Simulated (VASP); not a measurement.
# Driving VASP from ASE on Pd (Palladium), part 2 of 4

Do ASE scripts that read Pd (Palladium) from different structure formats give one answer, and do several routes find one equilibrium volume? All runs use PBE. Left out of this account: 1 further run (self-consistent run: a reference on another mesh). The start is a cell from a database of measured crystal structures.

VASP 6.6.1; PBE; plane waves and PAW (Pd).

So far. Step 2 (Self-consistent run (PBE, through ASE)): The pressure is 6.40 GPa and the largest force 0.000 eV/Å, so the cell is not at a minimum at these settings.

### 3. A single point (PBE, through ASE)

System of this step: Pd (Palladium). The structure is cubic, space group Fm-3m (No. 225). The conventional cell has a = 3.893 Å, b = 3.893 Å, c = 3.893 Å, α = 90.00°, β = 90.00°, γ = 90.00°. Nearest to Pd lie 12 Pd at 2.75 Å.

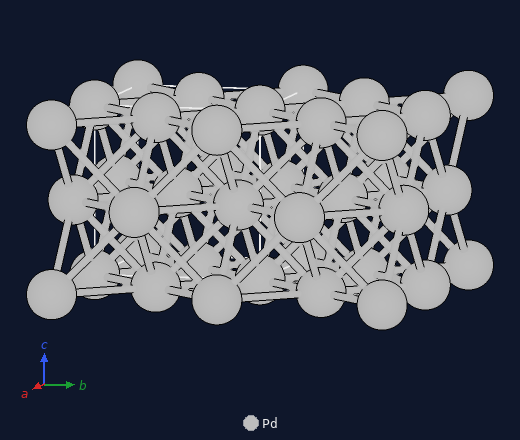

The cell of this step (palladium light grey). 2×2×1 cells are drawn. Some periodic images of atoms are drawn too.

The single point through ASE, with the structure read from a CIF with its space group. The file expands to the conventional cell of 4 atoms, on a 6×6×6 mesh.

Contents of run.py:

```python
import numpy as np
from ase.calculators.vasp import Vasp
from ase.io import read
from ase.dft.bandgap import bandgap

atoms = read('Pd.cif')

calc = Vasp(
    xc='pbe',
    pp='PBE',
    prec='Accurate',
    encut=400,
    ediff=1e-06,
    nelm=100,
    ismear=-1,
    sigma=0.05,
    lreal=False,
    algo='Normal',
    nbands=26,
    lasph=True,
    lorbit=11,
    lwave=False,
    lcharg=False,
    kpar=2,
    isif=2,
    pp_version='64',
    setups={'Pd': ''},
    kpts=(6, 6, 6),
    gamma=True,
    txt='vasp.out',
)
atoms.calc = calc

print("energy (eV):", round(atoms.get_potential_energy(), 6))
print("Fermi level (eV):", round(calc.get_fermi_level(), 4))
print("forces (eV/A):")
print(np.round(atoms.get_forces(), 4))
print("stress (GPa, Voigt, tension positive):", np.round(atoms.get_stress() * 160.21766, 3))
gap, p1, p2 = bandgap(calc, direct=False)
print("gap on the mesh (eV):", round(gap, 4))
```

Contents of Pd.cif:

```cif
data_Pd
_cell_length_a 3.89300000
_cell_length_b 3.89300000
_cell_length_c 3.89300000
_cell_angle_alpha 90.00000000
_cell_angle_beta 90.00000000
_cell_angle_gamma 90.00000000
_space_group_name_H-M_alt 'Fm-3m'
_space_group_name_Hall '-F 4 2 3'
_space_group_IT_number 225
loop_
_space_group_symop_operation_xyz
'x,y,z'
'-x,-y,-z'
'-y,x,z'
'y,-x,-z'
'-x,-y,z'
'x,y,-z'
'y,-x,z'
'-y,x,-z'
'x,-y,-z'
'-x,y,z'
'-y,-x,-z'
'y,x,z'
'-x,y,-z'
'x,-y,z'
'y,x,-z'
'-y,-x,z'
'z,x,y'
'-z,-x,-y'
'z,-y,x'
'-z,y,-x'
'z,-x,-y'
'-z,x,y'
'z,y,-x'
'-z,-y,x'
'-z,x,-y'
'z,-x,y'
'-z,-y,-x'
'z,y,x'
'-z,-x,y'
'z,x,-y'
'-z,y,x'
'z,-y,-x'
'y,z,x'
'-y,-z,-x'
'x,z,-y'
'-x,-z,y'
'-y,z,-x'
'y,-z,x'
'-x,z,y'
'x,-z,-y'
'-y,-z,x'
'y,z,-x'
'-x,-z,-y'
'x,z,y'
'y,-z,-x'
'-y,z,x'
'x,-z,y'
'-x,z,-y'
'x,y+1/2,z+1/2'
'-x,-y+1/2,-z+1/2'
'-y,x+1/2,z+1/2'
'y,-x+1/2,-z+1/2'
'-x,-y+1/2,z+1/2'
'x,y+1/2,-z+1/2'
'y,-x+1/2,z+1/2'
'-y,x+1/2,-z+1/2'
'x,-y+1/2,-z+1/2'
'-x,y+1/2,z+1/2'
'-y,-x+1/2,-z+1/2'
'y,x+1/2,z+1/2'
'-x,y+1/2,-z+1/2'
'x,-y+1/2,z+1/2'
'y,x+1/2,-z+1/2'
'-y,-x+1/2,z+1/2'
'z,x+1/2,y+1/2'
'-z,-x+1/2,-y+1/2'
'z,-y+1/2,x+1/2'
'-z,y+1/2,-x+1/2'
'z,-x+1/2,-y+1/2'
'-z,x+1/2,y+1/2'
'z,y+1/2,-x+1/2'
'-z,-y+1/2,x+1/2'
'-z,x+1/2,-y+1/2'
'z,-x+1/2,y+1/2'
'-z,-y+1/2,-x+1/2'
'z,y+1/2,x+1/2'
'-z,-x+1/2,y+1/2'
'z,x+1/2,-y+1/2'
'-z,y+1/2,x+1/2'
'z,-y+1/2,-x+1/2'
'y,z+1/2,x+1/2'
'-y,-z+1/2,-x+1/2'
'x,z+1/2,-y+1/2'
'-x,-z+1/2,y+1/2'
'-y,z+1/2,-x+1/2'
'y,-z+1/2,x+1/2'
'-x,z+1/2,y+1/2'
'x,-z+1/2,-y+1/2'
'-y,-z+1/2,x+1/2'
'y,z+1/2,-x+1/2'
'-x,-z+1/2,-y+1/2'
'x,z+1/2,y+1/2'
'y,-z+1/2,-x+1/2'
'-y,z+1/2,x+1/2'
'x,-z+1/2,y+1/2'
'-x,z+1/2,-y+1/2'
'x+1/2,y,z+1/2'
'-x+1/2,-y,-z+1/2'
'-y+1/2,x,z+1/2'
'y+1/2,-x,-z+1/2'
'-x+1/2,-y,z+1/2'
'x+1/2,y,-z+1/2'
'y+1/2,-x,z+1/2'
'-y+1/2,x,-z+1/2'
'x+1/2,-y,-z+1/2'
'-x+1/2,y,z+1/2'
'-y+1/2,-x,-z+1/2'
'y+1/2,x,z+1/2'
'-x+1/2,y,-z+1/2'
'x+1/2,-y,z+1/2'
'y+1/2,x,-z+1/2'
'-y+1/2,-x,z+1/2'
'z+1/2,x,y+1/2'
'-z+1/2,-x,-y+1/2'
'z+1/2,-y,x+1/2'
'-z+1/2,y,-x+1/2'
'z+1/2,-x,-y+1/2'
'-z+1/2,x,y+1/2'
'z+1/2,y,-x+1/2'
'-z+1/2,-y,x+1/2'
'-z+1/2,x,-y+1/2'
'z+1/2,-x,y+1/2'
'-z+1/2,-y,-x+1/2'
'z+1/2,y,x+1/2'
'-z+1/2,-x,y+1/2'
'z+1/2,x,-y+1/2'
'-z+1/2,y,x+1/2'
'z+1/2,-y,-x+1/2'
'y+1/2,z,x+1/2'
'-y+1/2,-z,-x+1/2'
'x+1/2,z,-y+1/2'
'-x+1/2,-z,y+1/2'
'-y+1/2,z,-x+1/2'
'y+1/2,-z,x+1/2'
'-x+1/2,z,y+1/2'
'x+1/2,-z,-y+1/2'
'-y+1/2,-z,x+1/2'
'y+1/2,z,-x+1/2'
'-x+1/2,-z,-y+1/2'
'x+1/2,z,y+1/2'
'y+1/2,-z,-x+1/2'
'-y+1/2,z,x+1/2'
'x+1/2,-z,y+1/2'
'-x+1/2,z,-y+1/2'
'x+1/2,y+1/2,z'
'-x+1/2,-y+1/2,-z'
'-y+1/2,x+1/2,z'
'y+1/2,-x+1/2,-z'
'-x+1/2,-y+1/2,z'
'x+1/2,y+1/2,-z'
'y+1/2,-x+1/2,z'
'-y+1/2,x+1/2,-z'
'x+1/2,-y+1/2,-z'
'-x+1/2,y+1/2,z'
'-y+1/2,-x+1/2,-z'
'y+1/2,x+1/2,z'
'-x+1/2,y+1/2,-z'
'x+1/2,-y+1/2,z'
'y+1/2,x+1/2,-z'
'-y+1/2,-x+1/2,z'
'z+1/2,x+1/2,y'
'-z+1/2,-x+1/2,-y'
'z+1/2,-y+1/2,x'
'-z+1/2,y+1/2,-x'
'z+1/2,-x+1/2,-y'
'-z+1/2,x+1/2,y'
'z+1/2,y+1/2,-x'
'-z+1/2,-y+1/2,x'
'-z+1/2,x+1/2,-y'
'z+1/2,-x+1/2,y'
'-z+1/2,-y+1/2,-x'
'z+1/2,y+1/2,x'
'-z+1/2,-x+1/2,y'
'z+1/2,x+1/2,-y'
'-z+1/2,y+1/2,x'
'z+1/2,-y+1/2,-x'
'y+1/2,z+1/2,x'
'-y+1/2,-z+1/2,-x'
'x+1/2,z+1/2,-y'
'-x+1/2,-z+1/2,y'
'-y+1/2,z+1/2,-x'
'y+1/2,-z+1/2,x'
'-x+1/2,z+1/2,y'
'x+1/2,-z+1/2,-y'
'-y+1/2,-z+1/2,x'
'y+1/2,z+1/2,-x'
'-x+1/2,-z+1/2,-y'
'x+1/2,z+1/2,y'
'y+1/2,-z+1/2,-x'
'-y+1/2,z+1/2,x'
'x+1/2,-z+1/2,y'
'-x+1/2,z+1/2,-y'
loop_
_atom_site_label
_atom_site_type_symbol
_atom_site_symmetry_multiplicity
_atom_site_Wyckoff_symbol
_atom_site_fract_x
_atom_site_fract_y
_atom_site_fract_z
_atom_site_occupancy
Pd1 Pd 4 a 0.0000000000 0.0000000000 0.0000000000 1
```

The projector-augmented-wave data sets are Pd (PBE family, release 64).

On the command line:

```bash
> export ASE_VASP_COMMAND="mpirun -np 2 vasp_std"
> python run.py
```

Output:

```text
energy (eV): -20.825004
Fermi level (eV): 9.7568
forces (eV/A):
[[ 0. -0. -0.]
 [-0. -0. -0.]
 [-0.  0. -0.]
 [ 0. -0.  0.]]
stress (GPa, Voigt, tension positive): [-6.333 -6.333 -6.333 -0.    -0.    -0.   ]
gap on the mesh (eV): 0.0
```

Run time: 5.8 s. Hardware: 2 MPI ranks of Intel Xeon 6975P-C (Granite Rapids), shared host; peak memory 0.29 GiB; 9.8 s of CPU time.

The INCAR that ASE wrote:

```
ENCUT = 400.000000
SIGMA = 0.050000
EDIFF = 1.00e-06
ALGO = Normal
GGA = PE
PREC = Accurate
ISIF = 2
ISMEAR = -1
KPAR = 2
LORBIT = 11
NBANDS = 26
NELM = 100
LASPH = .TRUE.
LCHARG = .FALSE.
LWAVE = .FALSE.
LREAL = .FALSE.
```

ASE turned this into the KPOINTS:

```
KPOINTS created by Atomic Simulation Environment
0
Gamma
6 6 6
0 0 0
```

vasp.out:

```text
[banner, memory and clock lines left out]
running    2 mpi-ranks, on    1 nodes
 distrk:  each k-point on    1 cores,    2 groups
 distr:  one band on    1 cores,    1 groups

 POSCAR found type information on POSCAR Pd
 POSCAR found :  1 types and       4 ions
 LDA part: xc-table for (Slater+PW92), standard interpolation
 POSCAR, INCAR and KPOINTS ok, starting setup
 FFT: planning ... GRIDC
 FFT: planning ... GRID_SOFT
 FFT: planning ... GRID
 WAVECAR not read
 entering main loop
       N       E                     dE             d eps       ncg     rms          rms(c)
DAV:   1     0.226902532941E+03    0.22690E+03   -0.17410E+04  1040   0.121E+03
DAV:   2    -0.161129726038E+02   -0.24302E+03   -0.23470E+03  1198   0.303E+02
DAV:   3    -0.219317644578E+02   -0.58188E+01   -0.56303E+01  1102   0.497E+01
DAV:   4    -0.219893645398E+02   -0.57600E-01   -0.57566E-01  1096   0.482E+00
DAV:   5    -0.219902849014E+02   -0.92036E-03   -0.92034E-03  1092   0.662E-01    0.155E+01
DAV:   6    -0.209335826162E+02    0.10567E+01   -0.30902E+00  1054   0.141E+01    0.755E+00
DAV:   7    -0.208841636888E+02    0.49419E-01   -0.50862E-02  1070   0.150E+00    0.364E+00
DAV:   8    -0.208714580526E+02    0.12706E-01   -0.56105E-03  1052   0.491E-01    0.224E-01
DAV:   9    -0.208714060404E+02    0.52012E-04   -0.12097E-04  1088   0.748E-02    0.300E-02
DAV:  10    -0.208714268644E+02   -0.20824E-04   -0.11364E-05  1056   0.253E-02    0.955E-03
DAV:  11    -0.208714250024E+02    0.18620E-05   -0.10085E-06   550   0.799E-03    0.620E-04
DAV:  12    -0.208714251521E+02   -0.14971E-06   -0.55839E-08   530   0.164E-03
   1 F= -.20871425E+02 E0= -.20825004E+02  d E =-.928425E-01
```

Parts of OUTCAR (step 3):

```text
  LATTYP: Found a simple cubic cell.
 ALAT       =     3.8930000000

The static configuration has the point symmetry O_h .

 Found     20 irreducible k-points:

   k-points           NKPTS =     20   k-points in BZ     NKDIM =     20   number of bands    NBANDS=     26

   dimension x,y,z NGX =    28 NGY =   28 NGZ =   28
   dimension x,y,z NGXF=    56 NGYF=   56 NGZF=   56

   ENCUT  =  400.0 eV  29.40 Ry    5.42 a.u.   6.35  6.35  6.35*2*pi/ulx,y,z

   NELECT =      40.0000    total number of electrons

 E-fermi :   9.7568

 k-point     1 :       0.0000    0.0000    0.0000
  band No.  band energies     occupation
    ...
     11       8.5460      2.00000
     12       8.5460      2.00000
     13       9.7201      1.35161
     14       9.7201      1.35161
     15       9.7201      1.35161
     16      10.0624      0.00442
     17      10.0624      0.00442
     18      10.0624      0.00442
     19      10.0624      0.00442
     20      10.0624      0.00442
    ...

 k-point     2 :       0.1667    0.0000    0.0000
  band No.  band energies     occupation
    ...
     15       9.4616      1.99456
     16       9.4616      1.99456
     17       9.6347      1.83990
     18       9.7584      0.98403
     19       9.7584      0.98403
     20      10.0628      0.00439
     21      10.0628      0.00439
     22      11.7390      0.00000
     23      14.3035      0.00000
     24      14.3035      0.00000
    ...

  Total        2.3319885      2.3319885      2.3319885      0.0000000      0.0000000      0.0000000
  in kB       63.3262506     63.3262506     63.3262506      0.0000000      0.0000000      0.0000000
  external PRESSURE =      63.3262506 kB  Pullay stress =       0.0000000 kB

  energy-cutoff  :      400.00
  volume of cell :       59.00
      direct lattice vectors                 reciprocal lattice vectors
     3.893000000  0.000000000  0.000000000     0.256871307  0.000000000  0.000000000
     0.000000000  3.893000000  0.000000000     0.000000000  0.256871307  0.000000000
     0.000000000  0.000000000  3.893000000     0.000000000  0.000000000  0.256871307

 POSITION                                       TOTAL-FORCE (eV/Angst)
 -----------------------------------------------------------------------------------
      0.00000      0.00000      0.00000         0.000000     -0.000000     -0.000000
      0.00000      1.94650      1.94650        -0.000000     -0.000000     -0.000000
      1.94650      0.00000      1.94650        -0.000000      0.000000     -0.000000
      1.94650      1.94650      0.00000         0.000000     -0.000000      0.000000
 -----------------------------------------------------------------------------------
    total drift:                                0.000000      0.000000      0.000000

  FREE ENERGIE OF THE ION-ELECTRON SYSTEM (eV)
  ---------------------------------------------------
  free  energy   TOTEN  =       -20.8714251521 eV

  energy  without entropy=      -20.7785826223  energy(sigma->0) =      -20.82500389

 total charge
# of ion       s       p       d       tot
------------------------------------------
    1        0.493   0.478   8.469   9.440
    2        0.493   0.478   8.469   9.440
    3        0.493   0.478   8.469   9.440
    4        0.493   0.478   8.469   9.440
--------------------------------------------------
tot          1.974   1.913  33.875  37.762

[... 1 part as in an earlier step ...]

[... 7 further parts left out ...]
```

The k-mesh is coarse for a metal. At this level the cell is under a pressure of 6.3 GPa, so at these settings it is away from equilibrium.

Numbers from this step:

```
electrons               : 40
bands                   : 26
irreducible k-points    : 20
free energy (TOTEN)     : -20.87 eV
energy at zero smearing : -20.83 eV
Fermi energy            : 9.757 eV
pressure                : 6.333 GPa
```

The energy lies -6.27 meV an atom from the first script, since this cell and mesh sample the zone at other points.

(Continued in part 3 of 4.)

[Lines on the potential files, build, host, timing and source positions are cut from VASP's logs without a mark.]

[Logs are printed without paths, hosts, clocks, repeated set-up lines and the standing remarks that a program may print on its own settings, such as how far it seeks lower states.]

[Hosts, paths, dates, database ids (printed as entryN), source tags and the programs' standing remarks are cut or masked in the printed files.]

[A measured line is paired with the nearest computed mode of its activity, which favours agreement.]
